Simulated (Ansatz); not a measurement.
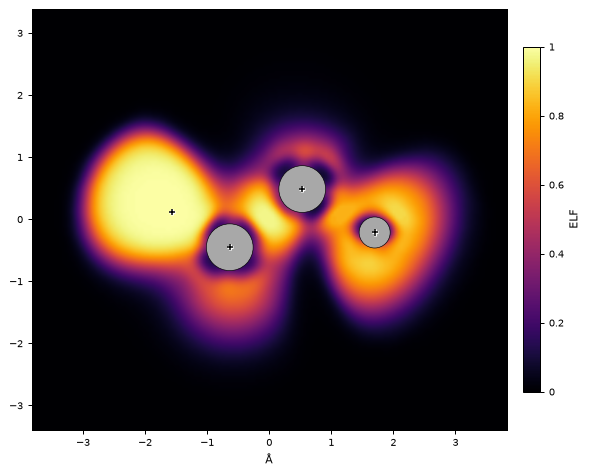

The ELF on a plane through atoms (crosses mark nuclei in the plane; grey discs cover the cores).

Level of theory: RKS PBE0-D4/def2-TZVPP (Ansatz 0.2.0).

Candidates:
A. C2H4F2 (SMILES CC(F)F)
B. C2H6Al (SMILES [CH3][Al+][CH3]) (charge +1)
C. SiO (SMILES O=[Si])

Which system is this?

Candidate A: C2H4F2 on the plane of atoms C2, C1 and H6, which holds C, F and H. C–F (1.36 Å): the ELF peaks at about 0.85 between the atoms, as expected for a shared but strongly polarised pair. C–C (1.50 Å): the ELF peaks at about 1 between the atoms; a covalent bond.
